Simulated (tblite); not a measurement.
**C2H10NO2Si2: geometry relaxation (part 2 of 4)**

C2H10NO2Si2, multiplicity 2; GFN2-xTB geometry optimisation, gas phase (tblite 0.8.0). It belongs to a series of runs on one base structure; here: H removed from Si.

Geometry of the input (Å):
```
C  -1.4686  0.6624  0.6313
N  -0.8219  -0.4186  -0.1136
C  -1.4940  -1.6832  0.2343
Si 0.8809  -0.3997  -0.3422
O  1.1057  -1.3512  -1.6590
O  1.3296  1.1385  -0.6538
Si 2.7269  2.0064  -0.8817
H  -1.1474  1.6547  0.2780
H  -1.2670  0.6048  1.7092
H  -2.5682  0.6390  0.4918
H  -1.1804  -2.5033  -0.4201
H  -1.3248  -1.9779  1.2732
H  -2.5912  -1.5908  0.0914
H  1.5614  -0.9614  0.8521
H  0.3826  -1.2479  -2.3046
H  2.3765  3.3977  -1.2388
H  3.4928  2.0426  0.3956
```

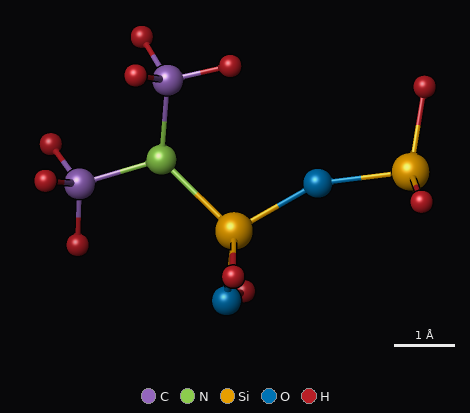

Figure 1. The geometry at step 50 of the log (ball-and-stick view, seen at a tilt).

### Trajectory as extended XYZ, continued
```
17
Properties=species:S:1:pos:R:3:forces:R:3 step=25 energy=-653.36204
C    -1.4600    0.7380    0.6923    0.0090   0.0130   0.0400
N    -0.8251   -0.3604    0.0082   -0.1030  -0.0160  -0.0270
C    -1.4921   -1.6166    0.2292   -0.0330  -0.0600   0.0420
Si    0.8531   -0.4501   -0.3341   -0.1240   0.0290  -0.0180
O     1.1105   -1.4545   -1.5817    0.0020  -0.0510  -0.0150
O     1.2750    1.0721   -0.6773    0.0530   0.0350  -0.0340
Si    2.6024    1.9949   -0.8656    0.0660   0.1210   0.0370
H    -0.9967    1.6662    0.3706    0.0060   0.0120   0.0340
H    -1.3777    0.6561    1.7842    0.0320  -0.0120  -0.0150
H    -2.5260    0.7566    0.4407    0.0800   0.0360  -0.0450
H    -1.0279   -2.3647   -0.4060   -0.0650  -0.0920   0.0320
H    -1.4116   -1.9447    1.2726   -0.0160  -0.0200   0.0040
H    -2.5539   -1.5336   -0.0175    0.0190   0.0090  -0.0500
H     1.7314   -1.0437    0.6572    0.0880   0.0200   0.0870
H     0.6387   -1.3259   -2.4003    0.0090   0.0090  -0.0420
H     2.0587    3.3078   -1.1845   -0.0480  -0.0180  -0.0010
H     3.3941    1.9147    0.3550    0.0250  -0.0150  -0.0270
17
Properties=species:S:1:pos:R:3:forces:R:3 step=29 energy=-653.37374
C    -1.4383    0.7413    0.7042   -0.0040  -0.0600  -0.0760
N    -0.8207   -0.3701    0.0239    0.0800  -0.0320  -0.0350
C    -1.5033   -1.6216    0.2372   -0.0560   0.0500  -0.0480
Si    0.8533   -0.4620   -0.3326    0.1610  -0.0230  -0.0230
O     1.0984   -1.4874   -1.5714   -0.0380   0.0510   0.0010
O     1.2868    1.0533   -0.7176    0.0330  -0.0540  -0.0010
Si    2.5838    2.0291   -0.8810   -0.0640  -0.0670   0.0270
H    -0.9489    1.6621    0.3958    0.0420  -0.0510   0.0960
H    -1.3903    0.6394    1.7952    0.0410   0.0400  -0.0080
H    -2.4900    0.7899    0.4141   -0.0730   0.0440   0.0020
H    -1.0441   -2.3859   -0.3856   -0.0040   0.0040   0.1000
H    -1.4633   -1.9387    1.2855    0.0130  -0.0310  -0.0070
H    -2.5507   -1.5172   -0.0489   -0.1090  -0.0190  -0.0120
H     1.7500   -1.0481    0.6674   -0.0810   0.1300  -0.0900
H     0.6907   -1.3087   -2.4168    0.0330  -0.0200   0.0410
H     2.0078    3.3355   -1.1592   -0.0610   0.0080   0.0100
H     3.3719    1.9011    0.3329    0.0880   0.0320   0.0220
17
Properties=species:S:1:pos:R:3:forces:R:3 step=32 energy=-653.38252
C    -1.4182    0.7380    0.7099   -0.0070   0.0620  -0.0020
N    -0.8086   -0.3825    0.0361   -0.0390   0.0050   0.0480
C    -1.5252   -1.6190    0.2415    0.0080   0.0140  -0.0260
Si    0.8653   -0.4744   -0.3370   -0.0710  -0.0430  -0.0090
O     1.0824   -1.5203   -1.5590   -0.0370   0.0300  -0.2940
O     1.3056    1.0267   -0.7573   -0.0600  -0.0150  -0.0120
Si    2.5563    2.0610   -0.8854   -0.0140  -0.0570  -0.0120
H    -0.8874    1.6483    0.4405    0.0350  -0.0450   0.0210
H    -1.4004    0.6317    1.8049   -0.0210  -0.0330  -0.1060
H    -2.4617    0.8380    0.3867    0.0830  -0.0380   0.0580
H    -1.0557   -2.4016   -0.3480    0.0020   0.0030   0.0000
H    -1.5163   -1.9356    1.2946   -0.0570   0.0890  -0.0870
H    -2.5639   -1.5029   -0.0878    0.0600  -0.0170   0.0830
H     1.7719   -1.0325    0.6588   -0.0100   0.0570   0.0200
H     0.7578   -1.3009   -2.4352    0.0760  -0.0760   0.2450
H     1.9286    3.3525   -1.1311   -0.0220  -0.0320   0.0600
H     3.3626    1.8855    0.3110    0.0760   0.0960   0.0140
17
Properties=species:S:1:pos:R:3:forces:R:3 step=36 energy=-653.39136
C    -1.4008    0.7427    0.7127    0.0390  -0.0280   0.0190
N    -0.8002   -0.3878    0.0508   -0.0130  -0.0120  -0.1060
C    -1.5348   -1.6131    0.2394   -0.0090  -0.0300   0.0360
Si    0.8644   -0.4938   -0.3450    0.0150   0.0390  -0.0300
O     1.0826   -1.5464   -1.5633    0.0250   0.0070   0.0430
O     1.2988    1.0044   -0.7879    0.0210   0.0240   0.0060
Si    2.5302    2.0658   -0.8915   -0.0350  -0.0080   0.0410
H    -0.8374    1.6397    0.4735    0.0070  -0.0020  -0.0390
H    -1.4124    0.6203    1.8007   -0.0080  -0.0300   0.0880
H    -2.4339    0.8623    0.3744    0.0110   0.0220  -0.0280
H    -1.0594   -2.4094   -0.3257   -0.0050   0.0250  -0.0380
H    -1.5624   -1.9175    1.2908    0.0040   0.0250   0.0880
H    -2.5657   -1.4932   -0.1017   -0.0240   0.0210  -0.0500
H     1.7817   -1.0180    0.6571    0.0020   0.0090   0.0340
H     0.8018   -1.2987   -2.4397   -0.0270  -0.0300  -0.0590
H     1.8758    3.3566   -1.0953    0.0140  -0.1080   0.0640
H     3.3647    1.8982    0.2937   -0.0140   0.0750  -0.0680
17
Properties=species:S:1:pos:R:3:forces:R:3 step=40 energy=-653.39863
C    -1.3744    0.7385    0.7182   -0.0090  -0.0180   0.0010
N    -0.7981   -0.3995    0.0443    0.0030   0.0130   0.0210
C    -1.5542   -1.6121    0.2429   -0.0010   0.0360  -0.0100
Si    0.8666   -0.5083   -0.3581   -0.0080  -0.0140   0.0470
O     1.0826   -1.5722   -1.5671    0.0120   0.0250   0.0370
O     1.3023    0.9824   -0.8224   -0.0150  -0.0120   0.0250
Si    2.5022    2.0762   -0.8904    0.0390  -0.0090  -0.0670
H    -0.7756    1.6203    0.5065   -0.0180  -0.0230  -0.0070
H    -1.4226    0.5968    1.8060    0.0370  -0.0320  -0.0230
H    -2.3946    0.8998    0.3559    0.0200   0.0250  -0.0110
H    -1.0739   -2.4208   -0.3009   -0.0330   0.0040   0.0130
H    -1.6162   -1.8904    1.3027    0.0460   0.0250  -0.0150
H    -2.5753   -1.4815   -0.1281    0.0140   0.0000  -0.0270
H     1.7910   -0.9860    0.6637   -0.0260  -0.0280  -0.0100
H     0.8482   -1.3059   -2.4525   -0.0180  -0.0460  -0.0260
H     1.8093    3.3443   -1.0409   -0.0490   0.0450   0.0310
H     3.3757    1.9302    0.2632    0.0050   0.0100   0.0200
17
Properties=species:S:1:pos:R:3:forces:R:3 step=43 energy=-653.40065
C    -1.3709    0.7355    0.7193   -0.0050   0.0290  -0.0160
N    -0.7982   -0.3996    0.0414    0.0010   0.0000   0.0040
C    -1.5566   -1.6086    0.2428    0.0020  -0.0070  -0.0160
Si    0.8667   -0.5103   -0.3556   -0.0180   0.0210  -0.0270
O     1.0855   -1.5710   -1.5659    0.0120  -0.0100  -0.0150
O     1.3005    0.9805   -0.8218    0.0380   0.0190   0.0280
Si    2.5017    2.0741   -0.8980   -0.0280   0.0440   0.0070
H    -0.7703    1.6147    0.5074    0.0220   0.0160   0.0210
H    -1.4194    0.5877    1.8061    0.0220  -0.0110  -0.0270
H    -2.3870    0.9072    0.3527   -0.0230  -0.0010   0.0100
H    -1.0797   -2.4199   -0.2989   -0.0020  -0.0220   0.0140
H    -1.6162   -1.8810    1.3049    0.0110   0.0130  -0.0440
H    -2.5752   -1.4794   -0.1350   -0.0040   0.0120   0.0130
H     1.7879   -0.9859    0.6659    0.0090  -0.0480   0.0240
H     0.8495   -1.3162   -2.4554   -0.0110  -0.0370   0.0410
H     1.7967    3.3430   -1.0264   -0.0060  -0.0130   0.0140
H     3.3780    1.9410    0.2594   -0.0200  -0.0070  -0.0330
17
Properties=species:S:1:pos:R:3:forces:R:3 step=47 energy=-653.40366
C    -1.3544    0.7390    0.7199    0.0290  -0.0150   0.0040
N    -0.7912   -0.4020    0.0427   -0.0150   0.0180  -0.0940
C    -1.5668   -1.6009    0.2379    0.0140   0.0020   0.0010
Si    0.8710   -0.5196   -0.3595    0.0390  -0.0360   0.0200
O     1.0916   -1.5899   -1.5610    0.0160  -0.0110   0.0120
O     1.3084    0.9673   -0.8329    0.0060  -0.0210   0.0090
Si    2.4760    2.0934   -0.9103   -0.0190   0.0220   0.0170
H    -0.7265    1.6064    0.5372   -0.0210   0.0010  -0.0010
H    -1.4174    0.5669    1.8016   -0.0340   0.0400   0.0060
H    -2.3621    0.9388    0.3393    0.0440  -0.0130   0.0330
H    -1.0918   -2.4298   -0.2776    0.0160   0.0140  -0.0390
H    -1.6428   -1.8567    1.3009   -0.0340  -0.0090   0.0280
H    -2.5780   -1.4647   -0.1579    0.0140   0.0070   0.0170
H     1.7906   -0.9953    0.6696   -0.0340  -0.0120  -0.0300
H     0.8784   -1.3405   -2.4571   -0.0250  -0.0220   0.0270
H     1.7373    3.3445   -0.9791   -0.0310   0.0490  -0.0090
H     3.3706    1.9551    0.2294    0.0340  -0.0130  -0.0020
17
Properties=species:S:1:pos:R:3:forces:R:3 step=50 energy=-653.40726
C    -1.3346    0.7423    0.7193    0.0170  -0.0600  -0.0060
N    -0.7886   -0.3974    0.0219    0.0200  -0.0100   0.0280
C    -1.5717   -1.5912    0.2299    0.0030   0.0340   0.0020
Si    0.8796   -0.5306   -0.3611   -0.0590  -0.0250   0.0080
O     1.1072   -1.6093   -1.5514    0.0470  -0.0610   0.0820
O     1.3208    0.9548   -0.8288   -0.0240  -0.0460  -0.0310
Si    2.4454    2.1193   -0.9186    0.0080   0.0180   0.0310
H    -0.6878    1.6001    0.5623   -0.0280   0.0100  -0.0130
H    -1.4179    0.5506    1.7965    0.0170   0.0220   0.0030
H    -2.3350    0.9669    0.3370    0.0150   0.0120  -0.0110
H    -1.0976   -2.4324   -0.2690   -0.0160   0.0540  -0.0150
H    -1.6664   -1.8279    1.2975    0.0170  -0.0080  -0.0200
H    -2.5780   -1.4477   -0.1749   -0.0020  -0.0280  -0.0120
H     1.7865   -1.0184    0.6680    0.0130  -0.0120   0.0310
H     0.8933   -1.3845   -2.4511   -0.0600   0.0210  -0.0750
H     1.6689    3.3484   -0.9296   -0.0360   0.0730  -0.0110
H     3.3688    1.9690    0.1949    0.0690   0.0070   0.0080
17
Properties=species:S:1:pos:R:3:forces:R:3 step=54 energy=-653.41098
C    -1.3238    0.7382    0.7152   -0.0280   0.0700   0.0230
N    -0.7877   -0.3970    0.0087    0.0110   0.0170   0.0350
C    -1.5749   -1.5839    0.2232   -0.0180  -0.0290  -0.0070
Si    0.8809   -0.5405   -0.3607    0.0760  -0.0070   0.0100
O     1.1243   -1.6234   -1.5448   -0.0260   0.0110  -0.0340
O     1.3292    0.9445   -0.8272    0.0320   0.0060  -0.0090
Si    2.4284    2.1369   -0.9116   -0.0220   0.0040   0.0290
H    -0.6808    1.5994    0.5683    0.0440   0.0170  -0.0480
H    -1.4071    0.5455    1.7916    0.0130  -0.0230   0.0260
H    -2.3213    0.9753    0.3365   -0.0460  -0.0070  -0.0220
H    -1.1063   -2.4275   -0.2720    0.0250  -0.0200  -0.0490
H    -1.6659   -1.8159    1.2906    0.0000  -0.0190   0.0260
H    -2.5809   -1.4446   -0.1808   -0.0390   0.0090  -0.0150
H     1.7762   -1.0339    0.6790   -0.0050   0.0110  -0.0030
H     0.8756   -1.4106   -2.4417   -0.0160  -0.0240   0.0500
H     1.6403    3.3644   -0.9069    0.0020  -0.0300   0.0180
H     3.3869    1.9851    0.1757   -0.0030   0.0170  -0.0290
17
Properties=species:S:1:pos:R:3:forces:R:3 step=58 energy=-653.41372
C    -1.3157    0.7431    0.7121    0.0160  -0.0230  -0.0240
N    -0.7864   -0.3916   -0.0051    0.0080  -0.0160   0.0070
C    -1.5783   -1.5776    0.2121    0.0130   0.0050  -0.0040
Si    0.8882   -0.5475   -0.3580   -0.0300   0.0080   0.0100
O     1.1417   -1.6334   -1.5364   -0.0250  -0.0090   0.0260
O     1.3478    0.9355   -0.8162    0.0000  -0.0140  -0.0030
Si    2.4095    2.1585   -0.9026    0.0340  -0.0040  -0.0440
H    -0.6645    1.5988    0.5632   -0.0080   0.0070  -0.0040
H    -1.3915    0.5329    1.7870    0.0000   0.0490  -0.0120
H    -2.3151    0.9847    0.3378    0.0040  -0.0040   0.0110
H    -1.1120   -2.4230   -0.2858   -0.0070   0.0110   0.0000
H    -1.6621   -1.8010    1.2834   -0.0160  -0.0580  -0.0310
H    -2.5879   -1.4384   -0.1875    0.0240   0.0190   0.0070
H     1.7644   -1.0524    0.6893    0.0300   0.0100   0.0180
H     0.8473   -1.4560   -2.4258   -0.0260   0.0020  -0.0050
H     1.6017    3.3697   -0.8716   -0.0250  -0.0020   0.0380
H     3.4060    2.0096    0.1471    0.0060   0.0180   0.0110
17
Properties=species:S:1:pos:R:3:forces:R:3 step=61 energy=-653.41726
C    -1.3159    0.7485    0.7013    0.0070  -0.0280  -0.0070
N    -0.7870   -0.3848   -0.0199    0.0030  -0.0540   0.0510
C    -1.5723   -1.5769    0.1980   -0.0040  -0.0010   0.0080
Si    0.8940   -0.5470   -0.3462   -0.0460   0.0220  -0.0330
O     1.1466   -1.6302   -1.5264   -0.0080  -0.0480   0.0300
O     1.3698    0.9340   -0.7921    0.0260   0.0020   0.0030
Si    2.4162    2.1694   -0.9005   -0.0240   0.0040  -0.0100
H    -0.6744    1.6103    0.5323   -0.0720  -0.0360   0.0030
H    -1.3677    0.5461    1.7795    0.0130   0.0470  -0.0170
H    -2.3293    0.9719    0.3502    0.0670   0.0090  -0.0060
H    -1.1125   -2.4153   -0.3209   -0.0420   0.0580   0.0200
H    -1.6402   -1.8228    1.2674    0.0110  -0.0070  -0.0750
H    -2.5900   -1.4311   -0.1801    0.0510   0.0000  -0.0010
H     1.7557   -1.0658    0.7057    0.0350   0.0170   0.0110
H     0.7792   -1.5031   -2.3971   -0.0180   0.0280   0.0050
H     1.5866    3.3673   -0.8408    0.0020  -0.0150   0.0230
H     3.4342    2.0414    0.1327   -0.0030   0.0020  -0.0040
17
Properties=species:S:1:pos:R:3:forces:R:3 step=65 energy=-653.42345
C    -1.2961    0.7547    0.6993   -0.0200   0.0190   0.0490
N    -0.7688   -0.3946    0.0074   -0.0090   0.0450  -0.0200
C    -1.5773   -1.5743    0.1886   -0.0040   0.0020  -0.0140
Si    0.9042   -0.5618   -0.3387    0.0860  -0.0140   0.0120
O     1.1293   -1.6684   -1.5049   -0.0390   0.0260  -0.0160
O     1.3988    0.9050   -0.8153    0.0380   0.0210   0.0040
Si    2.3872    2.1899   -0.9027   -0.0730   0.0070   0.0260
H    -0.6528    1.6129    0.5247    0.0020  -0.0380  -0.0270
H    -1.3573    0.5779    1.7798   -0.0180   0.0140   0.0320
H    -2.3016    0.9868    0.3343    0.0150  -0.0310  -0.0130
H    -1.1210   -2.4022   -0.3419    0.0120  -0.0580  -0.0680
H    -1.6683   -1.8589    1.2427    0.0190   0.0570   0.0630
H    -2.5837   -1.4064   -0.2034   -0.0240   0.0250  -0.0240
H     1.7773   -1.0583    0.7190   -0.0020   0.0150  -0.0360
H     0.7546   -1.5279   -2.3723    0.0250  -0.0100   0.0520
H     1.5202    3.3586   -0.7646    0.0290  -0.0610   0.0100
H     3.4485    2.0790    0.0910   -0.0360  -0.0170  -0.0300
17
Properties=species:S:1:pos:R:3:forces:R:3 step=68 energy=-653.42834
C    -1.2655    0.7643    0.7088    0.0090  -0.0160  -0.0330
N    -0.7494   -0.3948    0.0244    0.0110  -0.0190  -0.0190
C    -1.5861   -1.5602    0.1782    0.0170   0.0020  -0.0270
Si    0.9194   -0.5830   -0.3360   -0.0160   0.0140   0.0270
O     1.1256   -1.7140   -1.4800   -0.0260   0.0270  -0.0500
O     1.4232    0.8710   -0.8398    0.0140   0.0040  -0.0310
Si    2.3212    2.2183   -0.9086   -0.0350   0.0050   0.0290
H    -0.5935    1.6025    0.5469   -0.0020  -0.0180   0.0330
H    -1.3627    0.5836    1.7864   -0.0100   0.0370  -0.0030
H    -2.2502    1.0257    0.3097   -0.0220  -0.0300   0.0240
H    -1.1259   -2.3931   -0.3468   -0.0490  -0.0040   0.0120
H    -1.7156   -1.8443    1.2313    0.0380   0.0620  -0.0390
H    -2.5771   -1.3694   -0.2464    0.0170   0.0010   0.0100
H     1.7996   -1.0700    0.7139    0.0390  -0.0060   0.0430
H     0.7809   -1.5722   -2.3591    0.0110  -0.0120   0.0360
H     1.4137    3.3369   -0.6639    0.0140  -0.0420   0.0060
H     3.4353    2.1106    0.0240   -0.0100  -0.0040  -0.0190
17
Properties=species:S:1:pos:R:3:forces:R:3 step=72 energy=-653.43313
C    -1.2291    0.7674    0.7011   -0.0130   0.0130   0.0100
N    -0.7288   -0.3934    0.0100   -0.0070   0.0210  -0.0190
C    -1.5919   -1.5399    0.1478   -0.0070   0.0130   0.0150
Si    0.9412   -0.6026   -0.3270    0.0180  -0.0190   0.0010
O     1.1378   -1.7512   -1.4536    0.0580  -0.0200   0.0940
O     1.4705    0.8373   -0.8463   -0.0040  -0.0590  -0.0140
Si    2.2456    2.2557   -0.8999    0.0350  -0.0030  -0.0330
H    -0.5375    1.5912    0.5579   -0.0060   0.0290  -0.0090
H    -1.3410    0.5895    1.7784   -0.0030  -0.0320  -0.0150
H    -2.2059    1.0499    0.2976   -0.0160  -0.0070   0.0050
H    -1.1531   -2.3874   -0.3708   -0.0080   0.0040   0.0000
H    -1.7333   -1.8120    1.2004   -0.0040  -0.0110   0.0120
H    -2.5748   -1.3247   -0.2828    0.0050   0.0070  -0.0010
H     1.8047   -1.0891    0.7394    0.0250   0.0170   0.0010
H     0.7426   -1.6660   -2.3152   -0.0410   0.0390  -0.0830
H     1.3009    3.2950   -0.5148   -0.0510   0.0300   0.0270
H     3.4452    2.1925   -0.0791    0.0180  -0.0240   0.0090
17
Properties=species:S:1:pos:R:3:forces:R:3 step=76 energy=-653.43484
C    -1.2148    0.7722    0.7053    0.0020  -0.0080  -0.0160
N    -0.7183   -0.3946    0.0203    0.0170   0.0090  -0.0090
C    -1.5965   -1.5314    0.1458    0.0070   0.0040  -0.0010
Si    0.9494   -0.6134   -0.3260   -0.0080   0.0020   0.0210
O     1.1360   -1.7739   -1.4418   -0.0080   0.0050  -0.0480
O     1.4807    0.8171   -0.8711   -0.0040  -0.0390  -0.0160
Si    2.2100    2.2601   -0.9004    0.0070   0.0170  -0.0380
H    -0.5108    1.5887    0.5756   -0.0270   0.0020   0.0020
H    -1.3491    0.5908    1.7792    0.0070  -0.0190  -0.0080
H    -2.1811    1.0660    0.2848   -0.0180   0.0050   0.0080
H    -1.1603   -2.3845   -0.3657    0.0070   0.0060   0.0030
H    -1.7605   -1.8032    1.1955    0.0070   0.0090   0.0060
H    -2.5679   -1.3058   -0.3037   -0.0210   0.0130   0.0050
H     1.8253   -1.0824    0.7380    0.0090   0.0060   0.0100
H     0.7649   -1.6699   -2.3154    0.0180   0.0090   0.0450
H     1.2546    3.2721   -0.4641   -0.0280  -0.0030   0.0190
H     3.4312    2.2041   -0.1132    0.0310  -0.0190   0.0180
```
